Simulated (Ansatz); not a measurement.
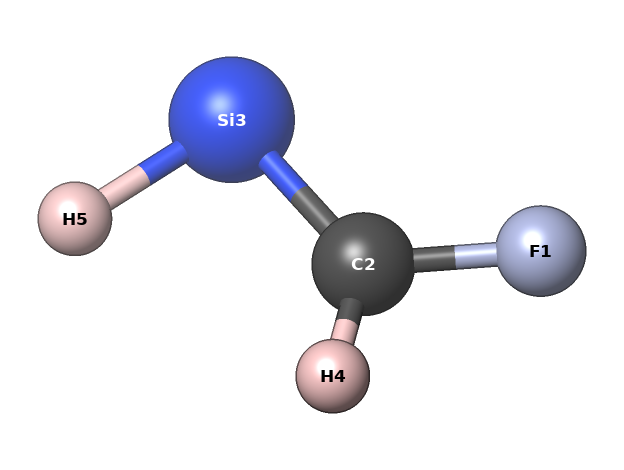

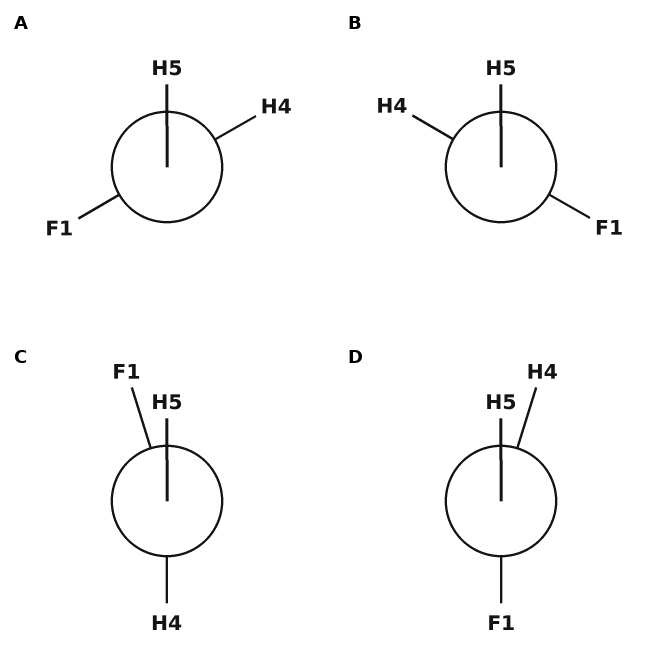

Atoms fade into the background with distance from the viewer. Bonds that would overlap in a projection are set slightly apart. State: charge −1, singlet. The geometry was computed by an optimisation with PBE-D4/def2-SVPD. No frequency run is at hand to confirm it as a minimum.

Which Newman projection shows the view along Si3–C2, with Si3 in front?

D. The torsion angle H5–Si3–C2–F1 is 180°, antiperiplanar (anti).
